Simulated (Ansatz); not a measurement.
# H₂ + HO₂ radical: a complex and its separated parts

Aim: how far the complex at one end of a reaction step lies below its separated, relaxed parts, level by level.

Computed with Ansatz 0.2.0, Gaussian basis. Level: PBE0-D4/def2-TZVP structures, single points in def2-TZVPP, no counterpoise correction.

Levels: SPW92, PBE-D4, BLYP-D4, r2SCAN-D4, B97M-V, PBE0-D4, B3LYP-D4, r2SCAN0-D4, BHLYP-D4, CAM-B3LYP-D4, wB97X-V, wB97M-V, B2PLYP, PBE-QIDH, RPA on PBE, Hartree-Fock, MP2, CCSD, CCSD(T).

Correlated methods freeze the cores. Orbitals are unrestricted. B3LYP uses VWN-RPA correlation. B2PLYP carries no dispersion term here.

20 further runs of the same task are left out: 20 set aside as unsound or not needed.

## (1) The starting structure

The complex: 5 atoms, charge 0, spin multiplicity 2.

Atoms are counted from 1 here; the program's logs count them from 0.

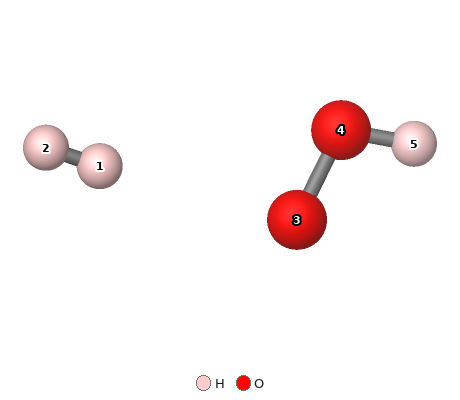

As it starts; hydrogen pink, oxygen red; atoms are numbered from 1 in the order of the file.

Geometry (Å):

```xyz
5
charge 0, multiplicity 2
H     0.0138   -1.3798    1.2211
H     0.2479   -1.8140    1.7825
O    -0.6823    0.2781   -0.7825
O     0.3021    1.1393   -0.7531
H     0.1185    1.7764   -1.4680
```

Its parts: H₂ holds atoms 1, 2; HO₂ radical holds atoms 3, 4, 5. Each part counts its atoms afresh in its own runs.

## (2) Relaxing H₂ alone

File relax-a/in.yaml:

```yaml
crystal:
  periodic: [false, false, false]
  atoms:
    - {symbol: H, position_ang: [0.013839, -1.379764, 1.221073]}
    - {symbol: H, position_ang: [0.247864, -1.814028, 1.782524]}
basis:
  gaussian: {orbitals: def2-TZVP}
hamiltonian: {xc: pbe0, dispersion: d4}
relax: {f_tol: 0.005, max_steps: 200}
```

No record of the launch command was kept for these runs.

Log, shortened:

```text
Functional definition: PBE0
  name "PBE0"
  cite "Adamo & Barone, J. Chem. Phys. 110, 6158 (1999) doi:10.1063/1.478522"
  cite "Perdew, Burke & Ernzerhof, Phys. Rev. Lett. 77, 3865 (1996) doi:10.1103/PhysRevLett.77.3865"
  parent pbe
[...]
88 factors; their error is unknown
[...]
mean field -31.78862349 eV, -1.1682103662 hartree, gradient 1.7e-5 eV, S^2 0.000000; 0 other end points of the search recorded, 0 dependent functions left out
[...]
reference -31.78863936 eV, -1.1682109495 hartree; 1, 1 occupied and 11, 11 virtual orbitals, 88 factors
relax step   1: F+E_penalty+E_count = -31.79023046 eV  Δ(F+E_penalty+E_count) = +0.000e0 eV  max|allowed force component| = 3.420e-2 eV/Å  Δτ_max = 0.0000 Å  (15 SCF iters, accepted)
[...]
relax step   2: F+E_penalty+E_count = -31.79025928 eV  Δ(F+E_penalty+E_count) = -2.882e-5 eV  max|allowed force component| = 8.263e-4 eV/Å  Δτ_max = 0.0006 Å  (12 SCF iters, accepted)
88 factors; their error is unknown
[...]
mean field -31.78865273 eV, -1.1682114408 hartree, gradient 8.9e-5 eV, S^2 0.000000; 1 other end points of the search recorded, 0 dependent functions left out
[...]
reference -31.78866860 eV, -1.1682120237 hartree; 1, 1 occupied and 11, 11 virtual orbitals, 88 factors
Total energy: -31.79027514 eV, -1.1682710633 hartree
Atom 0 at     0.014032    -1.380123     1.221537 Å, force     0.000344    -0.000639     0.000826 eV/Å
Atom 1 at     0.247671    -1.813669     1.782060 Å, force    -0.000344     0.000639    -0.000826 eV/Å
Dipole moment:    -0.000000     0.000000    -0.000000 e Å
```

Wall time 0.1 s (2 threads, shared host).

Relaxation path:

```tsv
step	energy from step 1 (eV)	largest force component (eV/Å)
1	0.0000	0.0342
2	0.0000	0.0008
```

The bond:

```tsv
bond	before (Å)	after (Å)	change (Å)
H1–H2	0.747	0.746	-0.001
```

## (3) Relaxing HO₂ radical alone

File relax-b/in.yaml:

```yaml
crystal:
  periodic: [false, false, false]
  atoms:
    - {symbol: O, position_ang: [-0.682256, 0.278057, -0.782464]}
    - {symbol: O, position_ang: [0.302098, 1.139332, -0.753085]}
    - {symbol: H, position_ang: [0.118453, 1.776403, -1.468047]}
basis:
  gaussian: {orbitals: def2-TZVP}
magnetization: {spin_polarized: true, initial_magnetization: 1}
hamiltonian: {xc: pbe0, dispersion: d4}
relax: {f_tol: 0.005, max_steps: 200}
```

Log, shortened:

```text
Functional definition: PBE0
  name "PBE0"
  cite "Adamo & Barone, J. Chem. Phys. 110, 6158 (1999) doi:10.1063/1.478522"
  cite "Perdew, Burke & Ernzerhof, Phys. Rev. Lett. 77, 3865 (1996) doi:10.1103/PhysRevLett.77.3865"
  parent pbe
[...]
346 factors; their error is unknown
[...]
mean field -4103.93631997 eV, -150.8168780110 hartree, gradient 3.1e-5 eV, S^2 0.754109; 1 other end points of the search recorded, 0 dependent functions left out
[...]
reference -4103.93633404 eV, -150.8168785280 hartree; 9, 8 occupied and 59, 60 virtual orbitals, 346 factors
relax step   1: F+E_penalty+E_count = -4103.94630009 eV  Δ(F+E_penalty+E_count) = +0.000e0 eV  max|allowed force component| = 1.738e-2 eV/Å  Δτ_max = 0.0000 Å  (42 SCF iters, accepted)
[...]
relax step   2: F+E_penalty+E_count = -4103.94630536 eV  Δ(F+E_penalty+E_count) = -5.276e-6 eV  max|allowed force component| = 6.150e-3 eV/Å  Δτ_max = 0.0003 Å  (38 SCF iters, accepted)
[...]
relax step   3: F+E_penalty+E_count = -4103.94630606 eV  Δ(F+E_penalty+E_count) = -6.960e-7 eV  max|allowed force component| = 7.043e-4 eV/Å  Δτ_max = 0.0001 Å  (38 SCF iters, accepted)
346 factors; their error is unknown
[...]
mean field -4103.93632609 eV, -150.8168782360 hartree, gradient 2.2e-5 eV, S^2 0.754110; 2 other end points of the search recorded, 0 dependent functions left out
[...]
reference -4103.93634016 eV, -150.8168787529 hartree; 9, 8 occupied and 59, 60 virtual orbitals, 346 factors
Total energy: -4103.94632012 eV, -150.8172455098 hartree
Atom 0 at    -0.682434     0.277762    -0.782345 Å, force    -0.000422    -0.000134    -0.000221 eV/Å
Atom 1 at     0.302104     1.139478    -0.753210 Å, force     0.000704     0.000416     0.000199 eV/Å
Atom 2 at     0.118625     1.776552    -1.468041 Å, force    -0.000282    -0.000281     0.000022 eV/Å
Dipole moment:     0.077713     0.380091    -0.275241 e Å
```

Run time: 1.6 s. Hardware: 2 threads, shared host.

Along the way:

```tsv
step	energy from step 1 (eV)	largest force component (eV/Å)
1	0.0000	0.0174
2	0.0000	0.0062
3	0.0000	0.0007
```

Distances of close pairs at the start and the end, largest changes first:

```tsv
bond	before (Å)	after (Å)	change (Å)
O1–O2	1.308	1.309	+0.000
O2–H3	0.975	0.975	-0.000
```

## (4) wB97M-V/def2-TZVPP

File parta/in.yaml:

```yaml
crystal:
  periodic: [false, false, false]
  atoms:
    - {symbol: H, position_ang: [0.014032, -1.380123, 1.221537]}
    - {symbol: H, position_ang: [0.247671, -1.813669, 1.782060]}
basis:
  gaussian: {orbitals: def2-TZVPP}
hamiltonian: {xc: {name: wB97M-V}}
```

File partb/in.yaml:

```yaml
crystal:
  periodic: [false, false, false]
  atoms:
    - {symbol: O, position_ang: [-0.682434, 0.277762, -0.782345]}
    - {symbol: O, position_ang: [0.302104, 1.139478, -0.753210]}
    - {symbol: H, position_ang: [0.118625, 1.776552, -1.468041]}
basis:
  gaussian: {orbitals: def2-TZVPP}
magnetization: {spin_polarized: true, initial_magnetization: 1}
hamiltonian: {xc: {name: wB97M-V}}
```

Log of parta, shortened:

```text
Functional definition: wB97M-V
  name "wB97M-V"
  cite "Mardirossian & Head-Gordon, J. Chem. Phys. 144, 214110 (2016) doi:10.1063/1.4952647"
  cite "Becke, J. Chem. Phys. 107, 8554 (1997) doi:10.1063/1.475007"
  cite "Vydrov & Van Voorhis, J. Chem. Phys. 133, 244103 (2010) doi:10.1063/1.3521275"
  # Of w^i u^j: cxij and so on, Table III.
[...]
  gx(w, u) = 1 - cx + cx01*u + cx10*w
  gss(w, u) = css00 + css04*u^4 + css10*w + css20*w^2 + css43*w^4*u^3
  gos(w, u) = cos00 + cos10*w + (cos20 + cos21*u)*w^2 + (cos60 + cos61*u)*w^6
[...]
      + integral(e_c_pw_mod_opposite_spin*gos(b97_w_opposite, b97_u_opposite)) + vv10(b, c)
118 factors; their error is unknown
42 factors; integrals over basis functions are off by at most 3.0e-5 eV
[...]
mean field -31.60111971 eV, -1.1613197292 hartree, gradient 7.3e-6 eV, S^2 0.000000; 0 other end points of the search recorded, 0 dependent functions left out
reference -31.60114396 eV, -1.1613206206 hartree; 1, 1 occupied and 27, 27 virtual orbitals, 118 factors
Total energy: -31.60114396 eV, -1.1613206206 hartree
```

partb printed, shortened:

```text
Functional definition: wB97M-V
  name "wB97M-V"
  cite "Mardirossian & Head-Gordon, J. Chem. Phys. 144, 214110 (2016) doi:10.1063/1.4952647"
  cite "Becke, J. Chem. Phys. 107, 8554 (1997) doi:10.1063/1.475007"
  cite "Vydrov & Van Voorhis, J. Chem. Phys. 133, 244103 (2010) doi:10.1063/1.3521275"
  # Of w^i u^j: cxij and so on, Table III.
[...]
  gx(w, u) = 1 - cx + cx01*u + cx10*w
  gss(w, u) = css00 + css04*u^4 + css10*w + css20*w^2 + css43*w^4*u^3
  gos(w, u) = cos00 + cos10*w + (cos20 + cos21*u)*w^2 + (cos60 + cos61*u)*w^6
[...]
      + integral(e_c_pw_mod_opposite_spin*gos(b97_w_opposite, b97_u_opposite)) + vv10(b, c)
361 factors; their error is unknown
75 factors; integrals over basis functions are off by at most 3.1e-5 eV
[...]
mean field -4107.05810769 eV, -150.9316015935 hartree, gradient 3.5e-5 eV, S^2 0.753273; 1 other end points of the search recorded, 0 dependent functions left out
reference -4107.05812785 eV, -150.9316023345 hartree; 9, 8 occupied and 67, 68 virtual orbitals, 361 factors
Total energy: -4107.05812785 eV, -150.9316023345 hartree
```

Times: 0.15 s (parta), 1.9 s (partb) on 2 threads, shared host; peak memory 0.21 GiB.

## (5) CCSD(T)/def2-TZVPP

parta/in.yaml: that of step 4 with these lines changed.

```diff
@@ -7,2 +7,2 @@
   gaussian: {orbitals: def2-TZVPP}
-hamiltonian: {xc: {name: wB97M-V}}
+correlation: {method: ccsd_t}
```

partb/in.yaml: that of step 4 with these lines changed.

```diff
@@ -9,2 +9,3 @@
 magnetization: {spin_polarized: true, initial_magnetization: 1}
-hamiltonian: {xc: {name: wB97M-V}}
+correlation: {method: ccsd_t}
+scf: {omitted_lower_state_checks: [cluster_reference]}
```

parta printed, shortened:

```text
Functional definition: HF
  name "HF"
  cite "Fock, Z. Phys. 61, 126 (1930) doi:10.1007/BF01340294"
  parent pbe
[...]
145 factors; integrals over basis functions are off by at most 7.3e-4 eV
[...]
mean field -30.82771462 eV, -1.1328976166 hartree, gradient 4.2e-7 eV, S^2 0.000000; 0 other end points of the search recorded, 0 dependent functions left out
reference -30.82771462 eV, -1.1328976166 hartree; 1, 1 occupied and 27, 27 virtual orbitals, 145 factors
second order -0.86257259 eV of doubles, -0.00000000 eV of singles
cycle   1  -1.00722611 eV  change   -1.4e-1 eV  update   2.6e-2
[...]
cycle   7  -1.07307201 eV  change    5.8e-7 eV  update   4.1e-7
perturbative correction -0.00000000 eV, -0.0000000000 hartree
Total energy: -31.90078663 eV, -1.1723322856 hartree
```

partb printed, shortened:

```text
Functional definition: HF
  name "HF"
  cite "Fock, Z. Phys. 61, 126 (1930) doi:10.1007/BF01340294"
  parent pbe
[...]
490 factors; integrals over basis functions are off by at most 9.4e-4 eV
[...]
mean field -4088.37680376 eV, -150.2450763368 hartree, gradient 9.0e-6 eV, S^2 0.762196; 4 other end points of the search recorded, 0 dependent functions left out
2 core orbitals not correlated: weight in the atoms' cores, before any rotation towards them, 1.000 or more for the frozen orbitals, at most 0.000 for the correlated occupied ones
reference -4088.37680376 eV, -150.2450763368 hartree; 7, 6 occupied and 67, 68 virtual orbitals, 490 factors
second order -11.97477717 eV of doubles, -0.00000000 eV of singles
cycle   1  -11.94998395 eV  change    2.5e-2 eV  update   8.6e-2
[...]
cycle  11  -12.42316087 eV  change   -1.6e-5 eV  update   7.5e-6
perturbative correction -0.45214919 eV, -0.0166161763 hartree
Total energy: -4101.25211382 eV, -150.7182352543 hartree
Checks for a lower state left out: cluster_reference
```

Times: 0.1 s (parta), 1.6 s (partb) on 2 threads, shared host; peak memory 0.31 GiB.

## (6) Vibrations of H₂

File vib-parta/in.yaml:

```yaml
crystal:
  periodic: [false, false, false]
  atoms:
    - {symbol: H, position_ang: [0.014032, -1.380123, 1.221537]}
    - {symbol: H, position_ang: [0.247671, -1.813669, 1.782060]}
basis:
  gaussian: {orbitals: def2-TZVP}
hamiltonian: {xc: pbe0, dispersion: d4}
phonons: {temperatures: {t_min: 298.15, t_max: 900, t_step: 200}}
```

Log, shortened:

```text
Functional definition: PBE0
  name "PBE0"
  cite "Adamo & Barone, J. Chem. Phys. 110, 6158 (1999) doi:10.1063/1.478522"
  cite "Perdew, Burke & Ernzerhof, Phys. Rev. Lett. 77, 3865 (1996) doi:10.1103/PhysRevLett.77.3865"
  parent pbe
[...]
88 factors; their error is unknown
[...]
mean field -31.78865273 eV, -1.1682114408 hartree, gradient 1.8e-5 eV, S^2 0.000000; 0 other end points of the search recorded, 0 dependent functions left out
[...]
reference -31.78866860 eV, -1.1682120237 hartree; 1, 1 occupied and 11, 11 virtual orbitals, 88 factors
[...]
88 factors; their error is unknown
mean field -31.78865273 eV, -1.1682114406 hartree, gradient 4.1e-7 eV, S^2 0.000000; 0 other end points of the search recorded, 0 dependent functions left out
[...]
reference -31.78866859 eV, -1.1682120235 hartree; 1, 1 occupied and 11, 11 virtual orbitals, 88 factors
[...]
88 factors; their error is unknown
[...]
mean field -31.78854282 eV, -1.1682074015 hartree, gradient 2.3e-7 eV, S^2 0.000000; 0 other end points of the search recorded, 0 dependent functions left out
[...]
reference -31.78855866 eV, -1.1682079839 hartree; 1, 1 occupied and 11, 11 virtual orbitals, 88 factors
[...]
88 factors; their error is unknown
mean field -31.78853689 eV, -1.1682071838 hartree, gradient 2.3e-7 eV, S^2 0.000000; 0 other end points of the search recorded, 0 dependent functions left out
[...]
reference -31.78855277 eV, -1.1682077674 hartree; 1, 1 occupied and 11, 11 virtual orbitals, 88 factors
Total energy: -31.79027514 eV, -1.1682710633 hartree
Atom 0 at     0.014032    -1.380123     1.221537 Å, force     0.000343    -0.000636     0.000822 eV/Å
Atom 1 at     0.247671    -1.813669     1.782060 Å, force    -0.000343     0.000636    -0.000822 eV/Å
Dipole moment:    -0.000000     0.000000    -0.000000 e Å
Vibrations: 4414.64 cm⁻¹, zero-point energy 0.273673 eV
```

Wall time 0.15 s (2 threads, shared host).

Wavenumbers and character of the modes:

```tsv
mode	wavenumber (cm⁻¹)	character
1	4415	H–H stretch
```

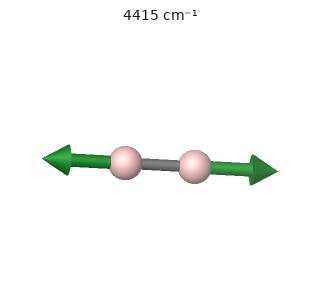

How the atoms move in 1 of the modes.

Vibrational sums (real modes only):

```tsv
T (K)	entropy (J/mol/K)	heat capacity (J/mol/K)
298	0.0	0.0
498	0.0	0.0
698	0.0	0.1
898	0.1	0.4
```

## (7) Vibrations of HO₂ radical

File vib-partb/in.yaml:

```yaml
crystal:
  periodic: [false, false, false]
  atoms:
    - {symbol: O, position_ang: [-0.682434, 0.277762, -0.782345]}
    - {symbol: O, position_ang: [0.302104, 1.139478, -0.753210]}
    - {symbol: H, position_ang: [0.118625, 1.776552, -1.468041]}
basis:
  gaussian: {orbitals: def2-TZVP}
magnetization: {spin_polarized: true, initial_magnetization: 1}
hamiltonian: {xc: pbe0, dispersion: d4}
phonons: {temperatures: {t_min: 298.15, t_max: 900, t_step: 200}}
```

Log, shortened:

```text
Functional definition: PBE0
  name "PBE0"
  cite "Adamo & Barone, J. Chem. Phys. 110, 6158 (1999) doi:10.1063/1.478522"
  cite "Perdew, Burke & Ernzerhof, Phys. Rev. Lett. 77, 3865 (1996) doi:10.1103/PhysRevLett.77.3865"
  parent pbe
[...]
346 factors; their error is unknown
[...]
mean field -4103.93632609 eV, -150.8168782360 hartree, gradient 3.1e-5 eV, S^2 0.754110; 1 other end points of the search recorded, 0 dependent functions left out
[...]
reference -4103.93634016 eV, -150.8168787529 hartree; 9, 8 occupied and 59, 60 virtual orbitals, 346 factors
[...]
346 factors; their error is unknown
mean field -4103.93627392 eV, -150.8168763185 hartree, gradient 1.1e-6 eV, S^2 0.754106; 0 other end points of the search recorded, 0 dependent functions left out
[...]
reference -4103.93628799 eV, -150.8168768355 hartree; 9, 8 occupied and 59, 60 virtual orbitals, 346 factors
[...]
mean field -4103.93631163 eV, -150.8168777044 hartree, gradient 8.6e-7 eV, S^2 0.754109; 0 other end points of the search recorded, 0 dependent functions left out
[...]
reference -4103.93632569 eV, -150.8168782213 hartree; 9, 8 occupied and 59, 60 virtual orbitals, 346 factors
[...]
346 factors; their error is unknown
mean field -4103.93631217 eV, -150.8168777245 hartree, gradient 8.5e-7 eV, S^2 0.754110; 0 other end points of the search recorded, 0 dependent functions left out
[...]
reference -4103.93632624 eV, -150.8168782414 hartree; 9, 8 occupied and 59, 60 virtual orbitals, 346 factors
Total energy: -4103.94632012 eV, -150.8172455098 hartree
Atom 0 at    -0.682434     0.277762    -0.782345 Å, force    -0.000406    -0.000119    -0.000222 eV/Å
Atom 1 at     0.302104     1.139478    -0.753210 Å, force     0.000695     0.000386     0.000219 eV/Å
Atom 2 at     0.118625     1.776552    -1.468041 Å, force    -0.000289    -0.000267     0.000004 eV/Å
Dipole moment:     0.077713     0.380091    -0.275242 e Å
Vibrations: 1226.16 1458.28 3630.60 cm⁻¹, zero-point energy 0.391482 eV
```

It took 3.1 s on 2 threads, shared host.

Wavenumbers and character of the modes:

```tsv
mode	wavenumber (cm⁻¹)	character
1	1226	O–O stretch
2	1458	bend
3	3631	O–H stretch
```

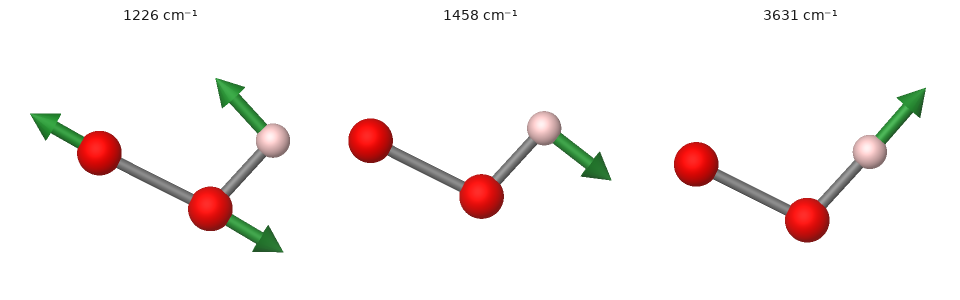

How the atoms move in 3 of the modes.

Vibrational sums (real modes only):

```tsv
T (K)	entropy (J/mol/K)	heat capacity (J/mol/K)
298	0.2	1.2
498	1.8	5.5
698	4.3	9.4
898	7.0	12.3
```

## (8) Complex less separated parts

The complex's own energies come from single points at the same levels. Levels not printed above were run the same way.

Rows are in def2-TZVPP; times add the 3 runs of a level on a shared host, so small differences are noise.

Differences are taken before rounding.

```tsv
method	rung	complex less parts (kJ/mol)	from CCSD(T) (kJ/mol)	time
SPW92	LDA	-5.90	-3.93	0.75 s
PBE-D4	GGA	-3.65	-1.68	1.7 s
BLYP-D4	GGA	-2.12	-0.14	1.5 s
r2SCAN-D4	meta-GGA	-1.87	+0.11	2 s
B97M-V	meta-GGA	-2.83	-0.86	3.2 s
PBE0-D4	hybrid	-2.83	-0.85	1.2 s
B3LYP-D4	hybrid	-2.19	-0.22	1.2 s
r2SCAN0-D4	hybrid	-1.89	+0.08	2.5 s
BHLYP-D4	hybrid	-2.22	-0.25	2.1 s
CAM-B3LYP-D4	range-separated hybrid	-2.74	-0.77	1.6 s
wB97X-V	range-separated hybrid	-2.66	-0.68	5.6 s
wB97M-V	range-separated hybrid	-2.51	-0.54	5.6 s
B2PLYP	double hybrid	-1.63	+0.35	2.2 s
PBE-QIDH	double hybrid	-1.86	+0.12	1.8 s
RPA on PBE	RPA	-1.05	+0.93	2.4 s
Hartree-Fock	wavefunction	0.21	+2.18	
MP2	wavefunction	-1.84	+0.14	
CCSD	wavefunction	-1.67	+0.30	
CCSD(T)	wavefunction	-1.97	0	7.7 s
```

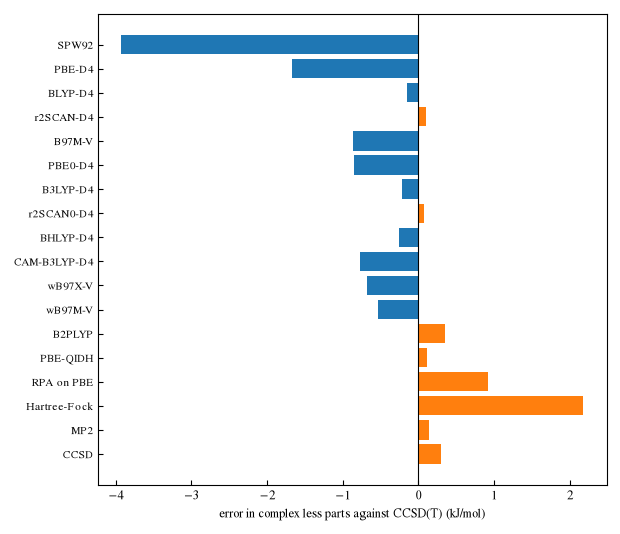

Error of each method against CCSD(T).

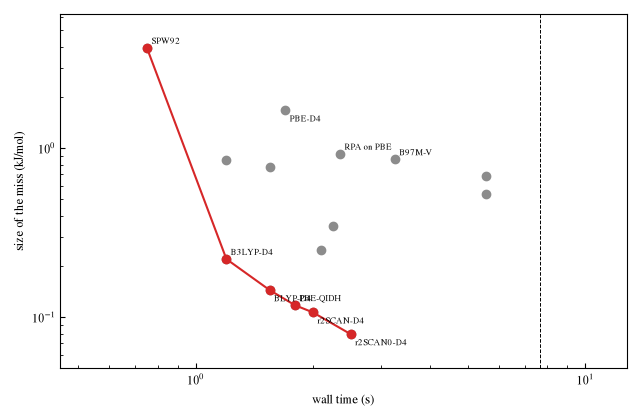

Miss against cost. Red marks the levels that no quicker level drawn beats (of those quicker than the yardstick), and the dashed line is the time of CCSD(T). Only those levels and the largest misses are named. Times are from a shared host.

r2SCAN0-D4 reaches 0.08 kJ/mol from the reference in 2.5 s, where CCSD(T) took 7.7 s; the quickest level in the cost chart, SPW92, takes 0.75 s and misses by 3.93 kJ/mol.

The complex's zero-point energy, from a separate PBE0-D4 run, is 0.711 eV.

## (9) Outcome

```
                              quantity         value
complex less parts, CCSD(T)/def2-TZVPP  -1.97 kJ/mol
                with zero-point energy  +2.46 kJ/mol
                 largest T1 diagnostic         0.032
```

**Reading.** At CCSD(T) the complex lies 1.97 kJ/mol below its parts. Among the functionals r2SCAN0-D4 lands nearest to CCSD(T) (+0.08 kJ/mol) and SPW92 farthest (-3.93 kJ/mol). By rung, the mean size of the error is: LDA 3.93, GGA 0.91, meta-GGA 0.48, hybrid 0.35, range-separated hybrid 0.66, double hybrid 0.23 kJ/mol. PBE-D4 gives a relative energy 1.68 kJ/mol too low, an error of 85 % of the reference. No counterpoise was applied, and triple zeta lacks some correlation, so the CCSD(T) reference has a basis error of its own, and close matches with it are partly luck.
